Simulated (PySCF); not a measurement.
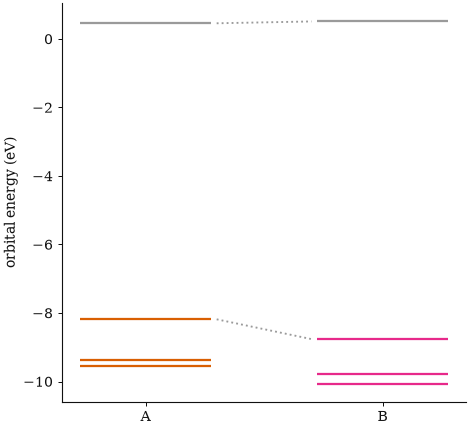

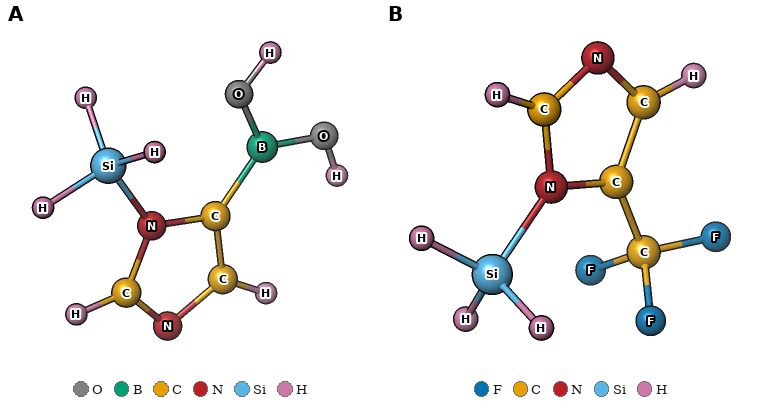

Related molecules: A is C₃H₇BN₂O₂Si, SMILES OB(O)c1cncn1[SiH3]; B is C₄H₅F₃N₂Si, SMILES FC(F)(F)c1cncn1[SiH3]. Frontier orbital energies, CAM-B3LYP/def2-SVPD with PySCF 2.14.0, at a PBE0-D3(BJ)/def2-SVP geometry (no frequency check); drawn are at most three filled levels and, in grey, the LUMO with any level within 0.03 eV of it; dotted lines join the HOMOs and the LUMOs.

Question: What does the change do to the frontier levels?

Answer: From A to B the HOMO falls by 0.58 eV and the LUMO rises by 0.05 eV, so the separation goes from 8.64 to 9.27 eV.

Question: Does the ΔSCF ionisation energy follow the HOMO?

Answer: A: −ε(HOMO) 8.18, ΔSCF 8.86 eV; B: −ε(HOMO) 8.76, ΔSCF 9.48 eV.

Caveats, for all or some of the runs: empty levels above zero depend strongly on the basis; one conformer of a flexible molecule.
